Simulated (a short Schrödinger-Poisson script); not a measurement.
Stack: MOS inversion layer, SiO2 on p-type Si(100), at 150 K.

```tsv
layer	material	thickness (nm)	Na (cm⁻³)
1	SiO2	3.2	-
2	Si	1500	7.7e16
```

The device is made up for the run: typed textbook-type constants, with dimensions and the other settings drawn at random. SiO2: permittivity 3.9, conduction-band edge (eV) 3.15, gap (eV) 9, electron mass (mₑ) 0.5. Si: permittivity 11.7, conduction-band edge (eV) 0, gap (eV) 1.124, Nv at 300 K (cm⁻³) 3.1e19.

Channel valleys (confinement mass, in-plane density-of-states mass, number): Δ2 0.916, 0.19, 2; Δ4 0.19, 0.417, 4. At the gate the conduction-band edge of layer 1 lies 3.16 eV − eVg above the Fermi level of the channel; the field vanishes at the back. Gaps are held at their typed values at every temperature. Mesh 0.03 nm at interfaces.

From a short Schrödinger-Poisson script (our own, NumPy): 1D Poisson equation in equilibrium, electrons quantum, Hartree (BenDaniel-Duke, 12 states a valley, the channel's in-plane mass for all, wave functions free to enter the dielectric), parabolic valleys, classical holes, full ionisation, no traps, pinning or gate leakage.

Only gate voltages with over 1e8 electrons/cm² are shown.

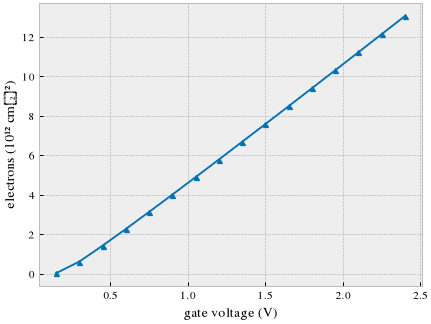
Fig. 1. Sheet density against gate voltage

```csv
Vg (V),electrons (cm⁻²),C (μF/cm²),Δ2 E0 (meV),Δ2 E1 (meV),Δ4 E0 (meV),Δ4 E1 (meV)
0.15,2.26e10,0.260,63.6,101.0,93.2,155.6
0.3,6.16e11,0.824,18.8,60.3,51.8,117.0
0.45,1.42e12,0.890,5.4,51.4,42.0,109.4
0.6,2.27e12,0.916,-3.2,46.8,36.7,105.9
0.75,3.13e12,0.931,-10.1,43.7,32.8,103.8
0.9,4.01e12,0.942,-16.0,41.5,29.8,102.3
1.05,4.89e12,0.949,-21.3,39.7,27.1,101.2
1.2,5.79e12,0.955,-26.3,38.2,24.7,100.4
1.35,6.68e12,0.960,-31.1,36.9,22.6,99.7
1.5,7.58e12,0.965,-35.6,35.8,20.5,99.2
1.65,8.49e12,0.968,-39.9,34.9,18.6,98.9
1.8,9.40e12,0.971,-44.1,34.0,16.8,98.6
1.95,1.03e13,0.974,-48.2,33.3,15.1,98.4
2.1,1.12e13,0.977,-52.2,32.7,13.4,98.4
2.25,1.21e13,0.979,-56.0,32.2,11.8,98.4
2.4,1.31e13,0.982,-59.8,31.8,10.2,98.5
```

Subbands count from the Fermi level.
